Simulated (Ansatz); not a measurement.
```yaml
atoms:
  - { symbol: C, position_ang: [-1.6654, 0.6302, 0.1759] }
  - { symbol: C, position_ang: [-0.3256, 0.0697, -0.1982] }
  - { symbol: C, position_ang: [0.0859, -0.8338, -1.1397] }
  - { symbol: Si, position_ang: [1.7612, -0.5106, -0.4649] }
  - { symbol: O, position_ang: [0.7729, 0.5392, 0.5398] }
  - { symbol: H, position_ang: [-1.5595, 1.3399, 1.0102] }
  - { symbol: H, position_ang: [-2.1224, 1.1538, -0.6810] }
  - { symbol: H, position_ang: [-2.3553, -0.1757, 0.4784] }
  - { symbol: H, position_ang: [-0.5136, -1.3747, -1.8681] }
  - { symbol: H, position_ang: [2.4816, -1.5411, 0.3539] }
  - { symbol: H, position_ang: [2.7727, 0.2724, -1.2494] }
```

These are results of Ansatz 0.2.0, RKS PBE/6-31G*, not measurements.

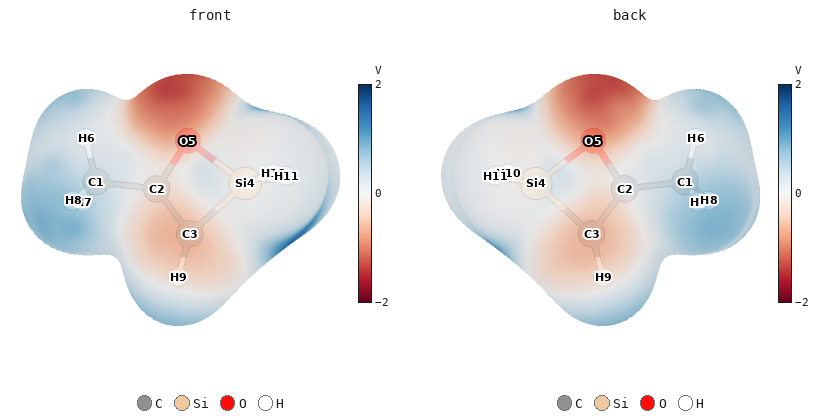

C$_{3}$H$_{6}$OSi. The molecular electrostatic potential painted on the density surface at 0.002 e/bohr³, seen from the front and from behind; the colour scale runs from red (negative) to blue (positive).

### Describe the electrostatic potential map.

The most negative region (about −1.4 V) lies over O5, the most positive (about +1.5 V) over Si4. O5 is the likeliest acceptor of a hydrogen bond.
